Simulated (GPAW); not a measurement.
Spin states calculation of CH5AlF (charge −1) (part 3 of 3)

CH5AlF, charge −1, SMILES F[CH2][AlH3-]; revPBE/dzp, scalar-relativistic datasets (GPAW 26.7.0). The geometry comes from this level: GFN2-xTB.

Geometry of the input (Å):
```
F  -1.3390  1.3601  -1.0942
C  -0.5807  0.1935  -0.8203
Al 0.5778  -0.1439  0.8659
H  0.0622  0.0843  -1.7163
H  -1.3204  -0.6261  -0.9143
H  -0.3152  -0.1707  2.1996
H  1.1423  -1.6189  0.5015
H  1.7730  0.9218  0.9781
```

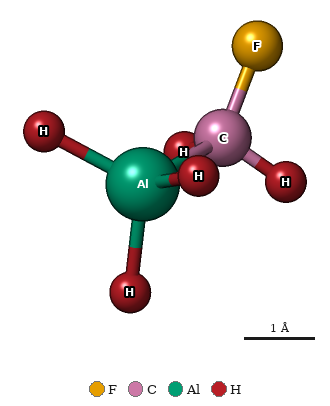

*The structure (ball-and-stick view, seen at an oblique angle). Sticks mark near contacts.*

What the program printed, continued
```
FastPoissonSolver using
    Stencil: 6*3+1=19 point O(h^6) finite-difference Laplacian
    FFT axes: []
    FST axes: [np.int64(0), np.int64(1), np.int64(2)]

xc functional:
  name: revPBE with 2 nearest neighbor stencil
interpolation: tri-quintic # 5. degree polynomial

          .------------------------------------.
         /|                                    |
        / |                                    |
       /  |                                    |
      /   |                                    |
     /    |                                    |
    /     |                                    |
   /      |                                    |
  /       |                                    |
 *        |                                    |
 |        |                                    |
 |        |            H                       |
 |        |                 H                  |
 |        |              Al                    |
 |        |          F   H                     |
 |        |         H C                        |
 |        |             H                      |
 |        |                                    |
 |        .------------------------------------.
 |       /                                    /
 |      /                                    /
 |     /                                    /
 |    /                                    /
 |   /                                    /
 |  /                                    /
 | /                                    /
 |/                                    /
 *------------------------------------*

Atoms  # Å, Bohr magnetons
|   | symbol |        x |        y |        z |    initial magnetic moments |
|---|--------|----------|----------|----------|-----------------------------|
| 0 |      F | 5.944025 | 8.989495 | 6.164105 | ( 0.0000,  0.0000,  0.2500) |
| 1 |      C | 6.702305 | 7.822865 | 6.438095 | ( 0.0000,  0.0000,  0.2500) |
| 2 |     Al | 7.860855 | 7.485515 | 8.124195 | ( 0.0000,  0.0000,  0.2500) |
| 3 |      H | 7.345265 | 7.713675 | 5.542045 | ( 0.0000,  0.0000,  0.2500) |
| 4 |      H | 5.962655 | 7.003245 | 6.344085 | ( 0.0000,  0.0000,  0.2500) |
| 5 |      H | 6.967765 | 7.458655 | 9.457955 | ( 0.0000,  0.0000,  0.2500) |
| 6 |      H | 8.425275 | 6.010505 | 7.759825 | ( 0.0000,  0.0000,  0.2500) |
| 7 |      H | 9.055975 | 8.551195 | 8.236455 | ( 0.0000,  0.0000,  0.2500) |

Unit cell  # Å
| periodic |         x |         y |         z |   lengths |    angles |
|----------|-----------|-----------|-----------|-----------|-----------|
|       no | 15.000000 |  0.000000 |  0.000000 | 15.000000 | 90.000000 |
|       no |  0.000000 | 15.000000 |  0.000000 | 15.000000 | 90.000000 |
|       no |  0.000000 |  0.000000 | 15.000000 | 15.000000 | 90.000000 |

Number of symmetries: 1
Symmetry operations  # r_c * U_cc + t_c -> r_c
|   | kind |            matrix            |
|---|------|------------------------------|
| 0 |  E   |  1, 0, 0,  0, 1, 0,  0, 0, 1 |

BZ-sampling:
  Number of BZ points: 1
  Number of IBZ points: 1

  Monkhorst-Pack size: [1, 1, 1]
  Monkhorst-Pack shift: [0, 0, 0]

K-points  # in reciprocal-cell coordinates
|   |                                coordinates |     weight |
|---|--------------------------------------------|------------|
| 0 | (  0.00000000,   0.00000000,   0.00000000) | 1.00000000 |

basis functions: 64
Spin-components: 2 (collinear spins)
Bands:           17
Projectors:      30
Spin-degeneracy: 1
Datatype:        <class 'float'>

  Storage: CPU
  Wave functions: 17_408 bytes (17_408 per core)

Parallelization:
  kpt:    1
  domain: 1
  band:   1

Density:
  Valence electrons: 19.0
  Components: 2
  Grid points: [76 76 76]
  Charge: -1.0  # |e|

Potential:
  Grid points: [76 76 76]

species:
  F:
    name:    Fluorine
    Z:       9.0
    valence: 7
    core:    2
    charge:  0.0  # [|e|]
    file:    F.revPBE.gz
    compensation charges:
      type: gauss
      rc: 0.20  # [Å]
      lmax: 2
    cutoffs:
      filter: 1.14  # [Å]
      core: 0.74  # [Å]
    projectors
    | kind |    occ | energy [eV] | rcut [Å] |
    |------|--------|-------------|----------|
    |   2s |  2.000 |     -29.933 |    0.635 |
    |   2p |  5.000 |     -11.043 |    0.635 |
    |    s |        |      -2.721 |    0.635 |
    |    p |        |      16.168 |    0.635 |
    |    d |        |       0.000 |    0.635 |

    LCAO basis set for F:
      Name: dzp
      File: F.dzp.basis.gz
      Number of radial functions: 5
      Number of spherical harmonics: 13
        l=0, rc=3.8594 Bohr: 2s-sz confined orbital
        l=1, rc=4.8750 Bohr: 2p-sz confined orbital
        l=0, rc=2.0156 Bohr: 2s-dz split-valence wave
        l=1, rc=2.6094 Bohr: 2p-dz split-valence wave
        l=2, rc=4.8750 Bohr: d-type Gaussian polarization
      Number of RI-basis functions 0

  C:
    name:    Carbon
    Z:       6.0
    valence: 4
    core:    2
    charge:  0.0  # [|e|]
    file:    C.revPBE.gz
    compensation charges:
      type: gauss
      rc: 0.20  # [Å]
      lmax: 2
    cutoffs:
      filter: 1.14  # [Å]
      core: 1.14  # [Å]
    projectors
    | kind |    occ | energy [eV] | rcut [Å] |
    |------|--------|-------------|----------|
    |   2s |  2.000 |     -13.783 |    0.635 |
    |   2p |  2.000 |      -5.237 |    0.635 |
    |    s |        |      13.429 |    0.635 |
    |    p |        |      21.974 |    0.635 |
    |    d |        |       0.000 |    0.635 |

    LCAO basis set for C:
      Name: dzp
      File: C.dzp.basis.gz
      Number of radial functions: 5
      Number of spherical harmonics: 13
        l=0, rc=5.5469 Bohr: 2s-sz confined orbital
        l=1, rc=6.6719 Bohr: 2p-sz confined orbital
        l=0, rc=3.0312 Bohr: 2s-dz split-valence wave
        l=1, rc=3.7500 Bohr: 2p-dz split-valence wave
        l=2, rc=6.6719 Bohr: d-type Gaussian polarization
      Number of RI-basis functions 0

  Al:
    name:    Aluminium
    Z:       13.0
    valence: 3
    core:    10
    charge:  0.0  # [|e|]
    file:    Al.revPBE.gz
    compensation charges:
      type: gauss
      rc: 0.34  # [Å]
      lmax: 2
    cutoffs:
      filter: 1.91  # [Å]
      core: 2.36  # [Å]
    projectors
    | kind |    occ | energy [eV] | rcut [Å] |
    |------|--------|-------------|----------|
    |   3s |  2.000 |      -7.723 |    1.085 |
    |   3p |  1.000 |      -2.699 |    1.085 |
    |    s |        |      19.489 |    1.085 |
    |    p |        |      24.513 |    1.085 |
    |    d |        |       0.000 |    1.085 |

    LCAO basis set for Al:
      Name: dzp
      File: Al.dzp.basis.gz
      Number of radial functions: 5
      Number of spherical harmonics: 13
        l=0, rc=7.8750 Bohr: 3s-sz confined orbital
        l=1, rc=10.4219 Bohr: 3p-sz confined orbital
        l=0, rc=4.6094 Bohr: 3s-dz split-valence wave
        l=1, rc=6.2812 Bohr: 3p-dz split-valence wave
        l=2, rc=10.4219 Bohr: d-type Gaussian polarization
      Number of RI-basis functions 0

  H:
    name:    Hydrogen
    Z:       1.0
    valence: 1
    core:    0
    charge:  0.0  # [|e|]
    file:    H.revPBE.gz
    compensation charges:
      type: gauss
      rc: 0.15  # [Å]
      lmax: 2
    cutoffs:
      filter: 0.85  # [Å]
      core: 0.53  # [Å]
    projectors
    | kind |    occ | energy [eV] | rcut [Å] |
    |------|--------|-------------|----------|
    |   1s |  1.000 |      -6.547 |    0.476 |
    |    s |        |      20.664 |    0.476 |
    |    p |        |       0.000 |    0.476 |

    LCAO basis set for H:
      Name: dzp
      File: H.dzp.basis.gz
      Number of radial functions: 3
      Number of spherical harmonics: 5
        l=0, rc=6.4219 Bohr: 1s-sz confined orbital
        l=0, rc=3.6094 Bohr: 1s-dz split-valence wave
        l=1, rc=6.4219 Bohr: p-type Gaussian polarization
      Number of RI-basis functions 0

Reference energy: -10413.774084  # eV

eigensolver:
  <gpaw.new.lcao.eigensolver.LCAOEigensolver object at 0x78962c10a6c0>
density mixing:
  MSR1-Mixer
  Pratt-step length: 0.05
  Maximum mixing coefficient: 0.75
  Old densities: 10
  SVD Regularization: 0.005
  Good broyden scale: 1.0
  Trust region scale: 1.0
  Backstep threshold: 4.0
  History deletion threshold: 6.0
  Fourier metric: weight=20.0, sigma=0.015

occupation numbers:
  Fixed magnetic moment: 2.000
  # Zero width

FastPoissonSolver using
    Stencil: 6*3+1=19 point O(h^6) finite-difference Laplacian
    FFT axes: []
    FST axes: [np.int64(0), np.int64(1), np.int64(2)]

xc functional:
  name: revPBE with 2 nearest neighbor stencil
interpolation: tri-quintic # 5. degree polynomial

Initialization done in: 17.168 s

convergence criteria:
- Maximum [total energy] change in last 3 cyles: 0.0005 eV / valence electron
- Maximum integral of absolute [dens]ity change: 0.0001 electrons / valence electron
- Maximum integral of absolute [eigenst]ate change: 4e-08 eV^2 / valence electron
maximum number of iterations: 150

SCF iterations
|iter     |     time |      energy | eigst |  dens |  magmom |
|---------|----------|-------------|-------|-------|---------|
|iter:   1| 00:00:46 |  -27.462989 |      c|       |  +1.9998|
|iter:   2| 00:00:49 |  -27.014490 |      c| -0.55 |  +1.9998|
|iter:   3| 00:00:52 |  -26.739400 |      c| -0.58 |  +1.9999|
|iter:   4| 00:00:55 |  -26.619992 |      c| -0.63 |  +1.9999|
|iter:   5| 00:00:58 |  -26.114418 |      c| -0.85 |  +2.0000|
|iter:   6| 00:01:01 |  -25.931660 |      c| -1.04 |  +2.0000|
|iter:   7| 00:01:05 |  -25.939219 |      c| -1.22 |  +2.0000|
|iter:   8| 00:01:08 |  -25.887754 |      c| -0.81 |  +2.0000|
|iter:   9| 00:01:11 |  -26.075433 |      c| -1.30 |  +2.0000|
|iter:  10| 00:01:14 |  -25.884599 |      c| -0.79 |  +2.0000|
|iter:  11| 00:01:18 |  -25.885918 |      c| -1.42 |  +2.0000|
|iter:  12| 00:01:21 |  -25.891596c|      c| -1.48 |  +2.0000|
|iter:  13| 00:01:24 |  -25.881260 |      c| -1.40 |  +2.0000|
|iter:  14| 00:01:28 |  -25.879463 |      c| -1.51 |  +2.0000|
|iter:  15| 00:01:31 |  -25.881207c|      c| -1.53 |  +2.0000|
|iter:  16| 00:01:35 |  -26.214997 |      c| -1.54 |  +2.0000|
|iter:  17| 00:01:38 |  -25.879609 |      c| -0.74 |  +2.0000|
|iter:  18| 00:01:41 |  -26.112609 |      c| -1.60 |  +2.0000|
|iter:  19| 00:01:45 |  -25.980413 |      c| -0.76 |  +2.0000|
|iter:  20| 00:01:48 |  -25.878088 |      c| -0.80 |  +2.0000|
|iter:  21| 00:01:51 |  -25.879406 |      c| -1.67 |  +2.0000|
|iter:  22| 00:01:55 |  -25.878526c|      c| -0.84 |  +2.0000|
|iter:  23| 00:01:58 |  -25.999157 |      c| -1.66 |  +2.0000|
|iter:  24| 00:02:01 |  -25.878163 |      c| -0.81 |  +2.0000|
|iter:  25| 00:02:05 |  -25.878612 |      c| -0.90 |  +2.0000|
|iter:  26| 00:02:08 |  -25.915040 |      c| -1.47 |  +2.0000|
|iter:  27| 00:02:11 |  -25.909405 |      c| -0.91 |  +2.0000|
|iter:  28| 00:02:15 |  -25.879611 |      c| -1.41 |  +2.0000|
|iter:  29| 00:02:18 |  -25.878765 |      c| -1.60 |  +2.0000|
|iter:  30| 00:02:21 |  -25.878427c|      c| -1.65 |  +2.0000|
|iter:  31| 00:02:25 |  -25.982949 |      c| -1.68 |  +2.0000|
|iter:  32| 00:02:28 |  -25.947781 |      c| -0.81 |  +2.0000|
|iter:  33| 00:02:32 |  -25.878369 |      c| -0.81 |  +2.0000|
|iter:  34| 00:02:35 |  -25.878409 |      c| -1.72 |  +2.0000|
|iter:  35| 00:02:38 |  -25.979479 |      c| -1.74 |  +2.0000|
|iter:  36| 00:02:42 |  -25.878496 |      c| -0.79 |  +2.0000|
|iter:  37| 00:02:45 |  -25.970059 |      c| -1.78 |  +2.0000|
|iter:  38| 00:02:48 |  -25.878697 |      c| -0.79 |  +2.0000|
|iter:  39| 00:02:52 |  -25.957678 |      c| -1.74 |  +2.0000|
|iter:  40| 00:02:55 |  -25.878527 |      c| -0.79 |  +2.0000|
|iter:  41| 00:02:58 |  -25.899403 |      c| -1.39 |  +2.0000|
|iter:  42| 00:03:02 |  -25.879285 |      c| -0.89 |  +2.0000|
|iter:  43| 00:03:05 |  -25.878466 |      c| -1.72 |  +2.0000|
|iter:  44| 00:03:08 |  -25.935243 |      c| -1.70 |  +2.0000|
|iter:  45| 00:03:12 |  -25.878185 |      c| -0.82 |  +2.0000|
|iter:  46| 00:03:15 |  -25.918497 |      c| -1.78 |  +2.0000|
|iter:  47| 00:03:18 |  -25.879100 |      c| -0.80 |  +2.0000|
|iter:  48| 00:03:22 |  -25.878283 |      c| -0.84 |  +2.0000|
|iter:  49| 00:03:25 |  -25.878279c|      c| -1.14 |  +2.0000|
|iter:  50| 00:03:28 |  -25.888149 |      c| -1.78 |  +2.0000|
|iter:  51| 00:03:32 |  -25.878151 |      c| -0.80 |  +2.0000|
|iter:  52| 00:03:35 |  -25.878295 |      c| -1.79 |  +2.0000|
|iter:  53| 00:03:38 |  -25.878188c|      c| -1.78 |  +2.0000|
|iter:  54| 00:03:42 |  -25.878170c|      c| -1.80 |  +2.0000|
|iter:  55| 00:03:45 |  -25.913930 |      c| -1.76 |  +2.0000|
|iter:  56| 00:03:48 |  -25.880465 |      c| -0.82 |  +2.0000|
|iter:  57| 00:03:52 |  -25.878798 |      c| -0.85 |  +2.0000|
|iter:  58| 00:03:55 |  -25.878488c|      c| -0.99 |  +2.0000|
|iter:  59| 00:03:59 |  -25.879513c|      c| -1.12 |  +2.0000|
|iter:  60| 00:04:02 |  -25.878350c|      c| -1.67 |  +2.0000|
|iter:  61| 00:04:05 |  -25.878339c|      c| -1.81 |  +2.0000|
|iter:  62| 00:04:09 |  -25.879582c|      c| -1.81 |  +2.0000|
|iter:  63| 00:04:12 |  -25.878321c|      c| -0.81 |  +2.0000|
|iter:  64| 00:04:15 |  -25.907766 |      c| -1.82 |  +2.0000|
|iter:  65| 00:04:19 |  -25.890697 |      c| -0.80 |  +2.0000|
|iter:  66| 00:04:22 |  -25.888557 |      c| -0.81 |  +2.0000|
|iter:  67| 00:04:25 |  -25.887343c|      c| -0.81 |  +2.0000|
|iter:  68| 00:04:29 |  -25.886830c|      c| -0.81 |  +2.0000|
|iter:  69| 00:04:32 |  -25.886507c|      c| -0.81 |  +2.0000|
|iter:  70| 00:04:35 |  -25.878217c|      c| -0.81 |  +2.0000|
|iter:  71| 00:04:39 |  -25.878238c|      c| -1.88 |  +2.0000|
|iter:  72| 00:04:42 |  -25.878286c|      c| -1.89 |  +2.0000|
|iter:  73| 00:04:46 |  -25.924341 |      c| -1.89 |  +2.0000|
|iter:  74| 00:04:49 |  -25.878284 |      c| -0.80 |  +2.0000|
|iter:  75| 00:04:52 |  -25.916509 |      c| -1.87 |  +2.0000|
|iter:  76| 00:04:56 |  -25.878239 |      c| -0.80 |  +2.0000|
|iter:  77| 00:04:59 |  -25.878414 |      c| -1.88 |  +2.0000|
|iter:  78| 00:05:02 |  -25.908908 |      c| -1.89 |  +2.0000|
|iter:  79| 00:05:06 |  -25.878501 |      c| -0.80 |  +2.0000|
|iter:  80| 00:05:09 |  -25.893383 |      c| -1.97 |  +2.0000|
|iter:  81| 00:05:12 |  -25.878762 |      c| -0.78 |  +2.0000|
|iter:  82| 00:05:16 |  -25.879174 |      c| -2.13 |  +2.0000|
|iter:  83| 00:05:19 |  -25.879483c|      c| -2.07 |  +2.0000|
|iter:  84| 00:05:23 |  -25.879501c|      c| -2.58 |  +2.0000|
|iter:  85| 00:05:26 |  -25.879483c|      c| -2.72 |  +2.0000|
|iter:  86| 00:05:29 |  -25.879487c|      c| -2.80 |  +2.0000|
|iter:  87| 00:05:33 |  -25.879492c|      c| -2.95 |  +2.0000|
|iter:  88| 00:05:36 |  -25.879492c|      c| -3.17 |  +2.0000|
|iter:  89| 00:05:39 |  -25.879491c|      c| -3.30 |  +2.0000|
|iter:  90| 00:05:43 |  -25.879491c|      c| -3.49 |  +2.0000|
|iter:  91| 00:05:46 |  -25.879491c|      c| -3.80 |  +2.0000|
|iter:  92| 00:05:49 |  -25.879491c|      c| -3.98 |  +2.0000|
|iter:  93| 00:05:53 |  -25.879491c|      c| -4.62c|  +2.0000|

Converged in 93 steps
SCF loop duration: 306.540 s (3.296 s/step)
Energy contributions relative to reference atoms: (reference = -10413.774084)

Energy contributions:
  Kinetic:          38.261592
  Coulomb:         -31.145773
  Zero:              0.436786
  External:          0.000000
  Xc:              -33.432095
  Entropy:           0.000000
  Spinorbit:         0.000000
  ----------------------------
  Free energy:     -25.879491
  Extrapolated:    -25.879491

dipole moment: (-7.846802, -7.759663, -8.341153)  # |e|*Ang

Total magnetic moment: (0.000000, 0.000000, 1.999987)

Local magnetic moments
|        x |        y |        z |
|----------|----------|----------|
| 0.000000 | 0.000000 | 0.141008 |  # F    0
| 0.000000 | 0.000000 | 0.263623 |  # C    1
| 0.000000 | 0.000000 | 0.108819 |  # Al   2
| 0.000000 | 0.000000 | 0.013715 |  # H    3
| 0.000000 | 0.000000 | 0.013771 |  # H    4
| 0.000000 | 0.000000 | 0.010389 |  # H    5
| 0.000000 | 0.000000 | 0.026165 |  # H    6
| 0.000000 | 0.000000 | 0.011161 |  # H    7

Fermi levels: 4.699, -1.218
Eigenvalues  # (at kpt = [0.000, 0.000, 0.000])
| band index |      eig [eV] | occ [0-1] |      eig [eV] | occ [0-1] |
|------------|---------------|-----------|---------------|-----------|
|          0 |       -25.868 |     1.000 |       -25.543 |     1.000 |
|        ... |               |           |               |           |
|          2 |        -7.984 |     1.000 |        -7.554 |     1.000 |
|          3 |        -7.434 |     1.000 |        -7.150 |     1.000 |
|          4 |        -7.016 |     1.000 |        -6.085 |     1.000 |
|          5 |        -4.578 |     1.000 |        -4.113 |     1.000 |
|          6 |        -4.001 |     1.000 |        -3.753 |     1.000 |
|          7 |        -2.598 |     1.000 |        -1.323 |     1.000 |
|          8 |        -1.611 |     1.000 |        -1.236 |     1.000 |
|          9 |        -1.455 |     1.000 |        -1.200 |     0.000 |
|         10 |         4.556 |     1.000 |         5.394 |     0.000 |
|         11 |         4.842 |     0.000 |         5.556 |     0.000 |
|         12 |         6.172 |     0.000 |         6.461 |     0.000 |
|         13 |         6.338 |     0.000 |         6.719 |     0.000 |
|         14 |         6.893 |     0.000 |         7.379 |     0.000 |
|         15 |         7.295 |     0.000 |         7.737 |     0.000 |
|         16 |         7.847 |     0.000 |         8.229 |     0.000 |

Gap: 0.287 eV
Transition (v -> c):
  (s=0, k=0, n=10, [0.00, 0.00, 0.00]) -> (s=0, k=0, n=11, [0.00, 0.00, 0.00])
No difference between direct/indirect transitions
vacuum-level: 0.000  # V
triplet       -25.87949 eV
singlet       0.000 eV above the lowest
triplet       6.017 eV above the lowest
```

Key numbers

```tsv
quantity	value
outcome	converged
wall time	5.9 min
peak memory	1.6 GiB
```
